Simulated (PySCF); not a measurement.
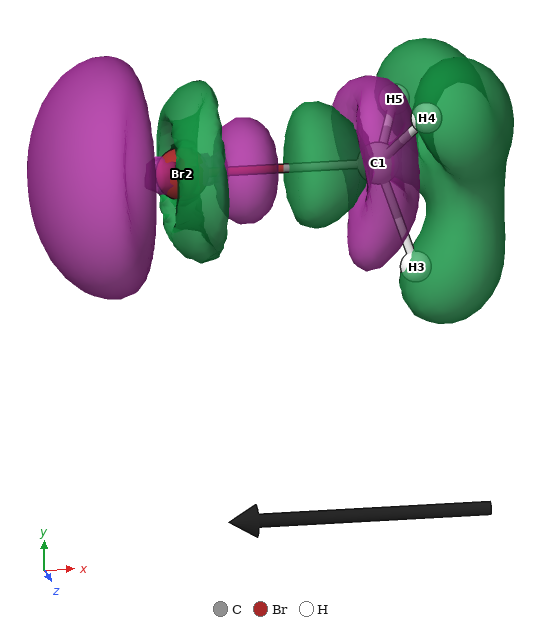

Figure 1: CH3Br, SMILES `CBr`. Change of the electron density in a uniform field of 0.10 V/Å along −x (arrow), surfaces at ±0.001 e/Å³ (green: gain, purple: loss).

Method: PBE/def2-SVPD; geometry: GFN2-xTB; program: PySCF. No frequency check shows the geometry to be a minimum. GFN2-xTB bond lengths at metals and heavier atoms can be off by up to 0.1 Å and shapes distorted, which carries into these values.

Input script:

```python
import numpy as np
from pyscf import gto, scf, dft
from pyscf.scf import atom_ks, atom_hf
from scipy.linalg import block_diag

def solve(mol, dm0=None, hcore=None):
    mf = (dft.UKS if mol.spin else dft.RKS)(mol, xc='pbe')
    mf.grids.level = 3
    mf = mf.density_fit(auxbasis='def2-universal-jkfit')
    mf.conv_tol, mf.max_cycle = 1e-8, 80
    if hcore is not None:
        mf.get_hcore = lambda *args: hcore
    mf.kernel(dm0)
    if not mf.converged:
        mf = mf.newton().run(mf.mo_coeff, mf.mo_occ, max_cycle=30)
    assert mf.converged, 'SCF not converged'
    return mf

mol = gto.M(atom='''
C      1.51834    -0.00002     0.00002
Br    -0.41927     0.00000     0.00000
H      1.85478    -1.01138     0.20352
H      1.85480     0.68206     0.77398
H      1.85480     0.32944    -0.97761
''', basis='def2-svpd', charge=0, spin=0, verbose=4)
field = np.array([-0.002, -0.0, -0.0])  # atomic units
mol.set_common_orig(mol.atom_charges() @ mol.atom_coords() / mol.atom_charges().sum())
mf = solve(mol)
out = dict(dm0=mf.make_rdm1(), d0=mf.dip_moment(unit='AU'), e0=mf.e_tot)
for name, sign in (('p', 1), ('m', -1)):
    h = mf.get_hcore() + sign * np.einsum('x,xij->ij', field, mol.intor('int1e_r'))
    mi = solve(mol, mf.make_rdm1(), h)
    out.update({'dm' + name: mi.make_rdm1(), 'd' + name: mi.dip_moment(unit='AU'), 'e' + name: mi.e_tot})
# spherically averaged free atoms, for the promolecule
atm = atom_ks.get_atm_nrks(mol, xc='pbe')
pro = block_diag(*[(atm[a[0]][2] * atm[a[0]][3]) @ atm[a[0]][2].T for a in mol._atom])
np.savez('result.npz', pro=pro, **out)
```

Launched as:

```sh
OMP_NUM_THREADS=1 python input.py
```

The run took 14 s on 1 thread of Arm Neoverse V1, with other jobs on the host, peak memory 0.33 GiB.

Partitions, critical points and surface values were worked out afterwards from this run's density.

> How large is the response?

The induced dipole is 0.23 D (along the field); α along this axis, from the fields in both directions, is 45 bohr³ (6.7 Å³).

> Which atoms gain and lose the most charge?

Electrons gather most on C1 (Hirshfeld charge changes by −0.004 e) and leave Br2 most (+0.011 e); 0.019 electrons are displaced in all.
